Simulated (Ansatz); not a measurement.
# Nudged elastic band of C2H5ClOSi (part 2 of 2)

The same run, continued: C2H5ClOSi; UKS PBE0-D4/def2-SVP (Ansatz 0.2.0). The run did not end well. One setting was made poor on purpose. It belongs to a series of runs on one base structure; here: band between the two ends.

Geometry of the input (Å):
```
C  -0.6885  1.2526  0.1095
Si -0.2439  -0.4448  -0.5070
Cl 0.4528  -0.3991  -2.4625
C  1.1613  -1.1519  0.6079
O  1.0967  -0.9802  1.8010
H  0.1281  1.9631  -0.0877
H  -1.6069  1.6300  -0.3631
H  -0.8424  1.1944  1.1989
H  -1.3947  -1.3920  -0.4506
H  2.0204  -1.7231  0.1567
```

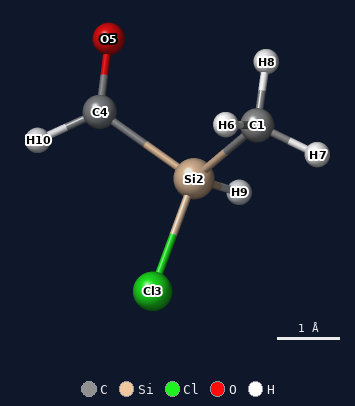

The input geometry (ball-and-stick view, seen at a tilt; atoms are numbered from 1 in the order of the input).

```
Unfinished report: {"positions_ang":[[-0.678606169669408,1.4252667181368242,0.01725262953980579],[-0.2857495885206425,-0.28042798584039935,-0.5978221545623159],[0.8842456660537464,-0.43063976293809164,-2.3328274092834715],[1.0545701215369687,-0.8146165659309599,0.6076546966717562],[0.9829977482673649,-1.8550290252062305,1.377887705622675],[-1.1931149876921168,2.09028546865095,-0.6868770594713038],[-1.3249241029879688,1.2219210683713584,0.9018887382455704],[0.26047535203856453,1.8721900274488261,0.3800522046292951],[-1.5082819319752334,-1.069033596753734,-0.9371906563233826],[1.8914858929487266,-2.211016345938543,1.2728813149313702]],"unchecked":["starts","cluster_reference","orbital_swaps","neighbouring_geometries","increment"],"mean_field":{"relativity":"none","state":{"energy":{"ev":-24579.091730971668,"hartree":-903.2649608064553},"converged":true,"gradient_ev":0.000025815164207018476,"stability":{"kind":"minimum","curvature_ev":2.4674229264598413},"curvature_floor_ev":0.00030000000000000003,"spin_squared":0.5420805422012229},"others":[],"fillings":{"estimated":0,"unestimated":0,"tried":0,"untried":0,"excluded_magnetic_sites":0},"n_dropped_functions":0,"n_trapped_functions":0,"passes":{"evaluations":5,"products":38},"factors":{"origin":"Cholesky decomposition","count":1091,"bound_ev":0.0011530458414717828},"gradient_stop_ev":0.00007402268779379524,"reference_kind":"stationary","functional":{"name":"PBE0","citations":["Adamo & Barone, J. Chem. Phys. 110, 6158 (1999) doi:10.1063/1.478522","Perdew, Burke & Ernzerhof, Phys. Rev. Lett. 77, 3865 (1996) doi:10.1103/PhysRevLett.77.3865"],"text":"name \"PBE0\"\ncite \"Adamo & Barone, J. Chem. Phys. 110, 6158 (1999) doi:10.1063/1.478522\"\ncite \"Perdew, Burke & Ernzerhof, Phys. Rev. Lett. 77, 3865 (1996) doi:10.1103/PhysRevLett.77.3865\"\nparent pbe\nparameter a = 0.25\nparameter kappa = 0.804\nparameter beta = 0.06672455060314922\nexchange = (1 - a)*pbe_x(kappa = kappa, mu = beta*pi^2/3) + a*exact_x\ncorrelation = pbe_c(beta = beta)\n","parameters":{"a":{"value":0.25,"default":0.25},"beta":{"value":0.06672455060314922,"default":0.06672455060314922},"kappa":{"value":0.804,"default":0.804}},"final_grid":{"core_spheres":13.0,"valence_spheres":11.0,"degree":36.0},"final_grid_parameter_source":"default","radial_points_factor":1.0,"radial_grid_error_ev":3.235511906987185e-7,"grid_sensitivity":"normal","grid_sensitivity_ratio":0.001870803151768979},"unsmoothed_excess_ev":-0.000025122645661886448,"symmetry":{"irreps":["A"],"axes":[[0.9970539310615821,-0.05741318068621924,0.050864380839025385],[0.05758792794198482,0.9983384836747312,-0.0019754921885634684],[-0.05066644954992045,0.004898846550960121,0.9987036157902281]],"occupied":[{"A":28},{"A":28}]},"held":{"pivots":1089,"left_out":0,"joined":2},"density_repulsion":{"missed_ev":0.00001859097987759612,"excess_ev":4.562413153878335e-10,"most_excess_ev":0.0001512,"are_drawn_again":false,"n_first_factors":1091,"energy_change_ev":0.0,"n_dropped_ends":0}},"factors":{"origin":"Cholesky decomposition","count":1091,"bound_ev":0.0011530458414717828},"n_frozen":0,"n_occupied":[28,28],"n_virtual":[75,75],"reference":{"ev":-24579.091730971668,"hartree":-903.2649608064553},"dispersion":{"energy":{"ev":-0.19365063532600543,"hartree":-0.007116529587115649},"switches_in_reach":[]},"total":{"ev":-24579.285381606995,"hartree":-903.2720773360425},"forces_ev_per_angstrom":[[-0.15165865974691908,-0.1541334120005975,0.1649700421968072],[0.26236226898117093,0.20929221552100033,-0.028411399836948285],[-0.22394545748569603,0.17575752946086648,0.07020194245817515],[-0.22585312013936812,0.6074582844144661,-0.8480878235839775],[0.7219170481019909,-1.2383502158169057,-0.3838497918605324],[-0.03811444883751199,0.07934651592307787,0.03180249134705225],[0.09772652589534858,0.3006541275738944,-0.2709499697214377],[-0.10471481287287132,0.12125716243932626,-0.08480466694673695],[-0.03275432797137629,-0.06882872482564746,0.17644980623179077],[-0.3049650159104511,-0.032453482691966865,1.1726793697132323]],"charge_distribution":{"dipole_moment_e_ang":[-0.05314589278030872,-0.14283884095136287,0.3891435587971736],"mulliken_charges_e":[-0.3527229822482667,0.5663802696098799,-0.2824312321141029,-0.22498800414547127,-0.14286474621853884,0.09102718572238,0.08296924352764123,0.09521752721860588,-0.06118854932216422,0.22860128797005497],"lowdin_charges_e":[-0.13585226370502035,0.09678535204505856,0.047583479801097894,-0.243713458363926,0.2173344412746836,0.021048155193125195,0.03554565808650478,0.02653473074263224,-0.08210756818013976,0.01684147310603179]},"n_threads":2,"memory_gib":2.556818182580173,"seconds":{"hamiltonian":10.730869152,"orbitals":0.0,"second_order":0.0,"solver_start":0.0,"cycles":0.0,"cycle":0.0,"perturbative":0.0,"full_ci_increment":0.0,"forces":0.0}}
this run last wrote the band of iteration 21 to [file]
Error: NEB band did not converge after 21 iterations: max|band force component| = 3.06e0 eV/Å (threshold 5.0e-2); raise `neb.max_iterations` in a new run, which can start from the last band evaluated (`neb.initial_path`, with `crystal.atoms` and `neb.final_atoms` set to its first and last images), add images, or start from endpoints closer to local minima. Where this run's directory can be resumed (`checkpoint.write`), a resume goes on for up to `neb.max_iterations` more; to start a new run from the last band, take its images' positions from the `neb_iteration` event of iteration 21 (`data.images[].positions_ang`), in the event stream of the run that computed that iteration (not this run's, if it was resumed behind it). With `checkpoint.write`, `steps/00-neb/state/checkpoint.json` in the run directory holds the last saved band, under `neb.evaluated.images[].positions_ang` (a band under a hybrid functional on support functions is neither saved nor resumed: `neb.initial_path` says where its path is): check the last entry of `neb.iterations` there, which is earlier than 21 if that iteration was not saved or its write failed. If the band's step has no `state` directory and holds `state.next`, a write was cut short, and the file is under `state.next` instead (behind a loss of power it can be under `state.prev`)
this run wrote the band of iteration 21 to [file] as well, whether or not its events were kept: a new run's `neb.initial_path` can list its `images[].positions_ang`
a run's events are kept only if it was started with --events-out <file>, and are in that file
```

### The last band as extended XYZ (Å, eV, eV/Å)
```
10
Properties=species:S:1:pos:R:3:forces:R:3 image=0 energy=-24582.25501
C    -0.6885    1.2526    0.1095    0.0000   0.0015   0.0025
Si   -0.2439   -0.4448   -0.5070   -0.0014  -0.0010  -0.0001
Cl    0.4528   -0.3991   -2.4625   -0.0015   0.0006  -0.0002
C     1.1613   -1.1519    0.6079    0.0062  -0.0075   0.0057
O     1.0967   -0.9802    1.8010   -0.0008   0.0005  -0.0091
H     0.1281    1.9631   -0.0877   -0.0005  -0.0006   0.0001
H    -1.6069    1.6300   -0.3631    0.0008   0.0009   0.0006
H    -0.8424    1.1944    1.1989   -0.0006  -0.0005  -0.0039
H    -1.3947   -1.3920   -0.4506    0.0014   0.0011   0.0004
H     2.0204   -1.7231    0.1567   -0.0037   0.0050   0.0039
10
Properties=species:S:1:pos:R:3:forces:R:3 image=1 energy=-24581.80591
C    -0.6000    1.3290    0.0667   -1.1965  -0.2242   0.1293
Si   -0.1013   -0.3834   -0.5169    1.0304   0.6118  -0.2853
Cl    0.7380   -0.2532   -2.4401   -0.1872  -0.1676   0.2435
C     1.1686   -1.2767    0.7116   -2.2104   0.4756  -3.0621
O     0.8077   -1.2109    1.8328    0.2020   0.0280   2.7626
H    -0.5302    2.1929   -0.6027    0.3828  -0.2000  -0.4281
H    -1.6941    1.1833    0.2003    0.1681   0.2416   0.1660
H    -0.2200    1.6493    1.0373    0.3120  -0.2031   0.3357
H    -1.3198   -1.2551   -0.5650    0.2064  -0.0245  -0.0325
H     1.8343   -2.0263    0.2789    1.2924  -0.5376   0.1708
10
Properties=species:S:1:pos:R:3:forces:R:3 image=2 energy=-24582.08948
C    -0.5579    1.2813    0.0999   -0.1443  -0.2189  -0.1341
Si   -0.1500   -0.3908   -0.6225   -0.4096  -0.2948   0.1338
Cl    0.9827   -0.1521   -2.3474   -0.0213  -0.1239   0.0947
C     0.8136   -1.3928    0.7044    0.9375   1.5430   0.0186
O     0.4652   -1.2661    1.8522   -0.4079  -0.5121   0.1770
H    -1.0485    1.8919   -0.6722   -0.0314   0.0762   0.0520
H    -1.2484    1.1403    0.9462    0.0363   0.0386   0.0004
H     0.3390    1.8040    0.4533    0.0934   0.0299   0.0070
H    -1.3616   -1.2200   -0.8858   -0.0935   0.1765  -0.2643
H     1.8490   -1.7468    0.4749    0.0408  -0.7144  -0.0850
10
Properties=species:S:1:pos:R:3:forces:R:3 image=3 energy=-24579.28536
C    -0.6786    1.4253    0.0173   -0.1517  -0.1541   0.1650
Si   -0.2858   -0.2804   -0.5978    0.2624   0.2093  -0.0284
Cl    0.8842   -0.4306   -2.3328   -0.2239   0.1758   0.0702
C     1.0546   -0.8146    0.6077   -0.2259   0.6075  -0.8481
O     0.9830   -1.8550    1.3779    0.7219  -1.2384  -0.3839
H    -1.1931    2.0903   -0.6869   -0.0381   0.0793   0.0318
H    -1.3249    1.2219    0.9019    0.0977   0.3007  -0.2710
H     0.2605    1.8722    0.3801   -0.1047   0.1213  -0.0848
H    -1.5083   -1.0690   -0.9372   -0.0328  -0.0688   0.1764
H     1.8915   -2.2110    1.2729   -0.3050  -0.0325   1.1727
10
Properties=species:S:1:pos:R:3:forces:R:3 image=4 energy=-24579.74218
C    -0.6573    1.3188    0.0705   -0.0267  -0.2964  -0.0921
Si   -0.2089   -0.3586   -0.6732   -0.0175   0.2075   0.0224
Cl    0.2934   -0.1347   -2.6743    0.0705  -0.0156   0.0130
C     1.3624   -0.8998    0.2740   -0.2678  -0.0728  -0.0153
O     1.0474   -1.7249    1.2445    0.3997   0.1455  -0.0475
H    -0.6309    2.0940   -0.7076   -0.0258   0.0433  -0.0002
H    -1.6710    1.2635    0.4933   -0.0139   0.0955   0.0266
H     0.0480    1.5969    0.8674    0.0256   0.0207  -0.0002
H    -1.3615   -1.3130   -0.6434    0.0170   0.0035   0.0411
H     1.8616   -1.8935    1.7517   -0.1610  -0.1313   0.0521
10
Properties=species:S:1:pos:R:3:forces:R:3 image=5 energy=-24579.77777
C    -0.6386    1.2375    0.1016    0.0432  -0.0183  -0.0031
Si   -0.2879   -0.4185   -0.6979   -0.0338  -0.0250   0.0088
Cl   -0.0143   -0.1749   -2.7371    0.0179   0.0065  -0.0098
C     1.2878   -1.2466    0.0132   -0.0670   0.0415   0.0226
O     1.2330   -1.1733    1.3249    0.0674  -0.0229  -0.0682
H     0.0237    2.0089   -0.3192    0.0128   0.0017   0.0173
H    -1.6801    1.5571   -0.0464   -0.0114  -0.0024  -0.0241
H    -0.4406    1.1592    1.1825   -0.0295   0.0068   0.0085
H    -1.4135   -1.3864   -0.5170   -0.0037   0.0082   0.0119
H     2.0137   -1.6141    1.6983    0.0040   0.0040   0.0360
10
Properties=species:S:1:pos:R:3:forces:R:3 image=6 energy=-24579.80231
C    -0.6992    1.2112    0.1478    0.0064   0.0013  -0.0020
Si   -0.4492   -0.4962   -0.5708   -0.0066  -0.0119   0.0004
Cl    0.1968   -0.3246   -2.5423    0.0034   0.0045  -0.0022
C     0.9124   -1.5659    0.2411    0.0015   0.0054   0.0068
O     1.6893   -0.8510    1.0168   -0.0120  -0.0065  -0.0084
H     0.2552    1.7585    0.1665    0.0019   0.0028   0.0016
H    -1.4241    1.7916   -0.4429   -0.0024   0.0008  -0.0025
H    -1.0740    1.1369    1.1811   -0.0014  -0.0026   0.0017
H    -1.7104   -1.2902   -0.5763    0.0019   0.0036   0.0031
H     2.3863   -1.4213    1.3819    0.0074   0.0027   0.0014
```

### Outcome

- outcome: not converged
- barrier, forward (band not converged): 2.970 eV
- barrier, backward: 0.517 eV
- hardware: 2 threads of Intel Xeon @ 2.50GHz (Skylake/Cascade Lake), 189 GiB of memory available, shared host
- wall time: 18 min (CPU time 32 min)
- peak memory: 0.36 GiB

### Diagnosis

The run did not converge: “NEB band did not converge after 21 iterations: max|band force component| = 3.06e0 eV/Å (threshold 5.0e-2); raise `neb.max_iterations` in a new run, which can start from the last band evaluated (`neb.initial_path`, with `crystal.atoms` and `neb.final_atoms` set to its first and last images), add images, or start from endpoints closer to local minima …” Its last values are not results. A deliberately poor setting: spring.
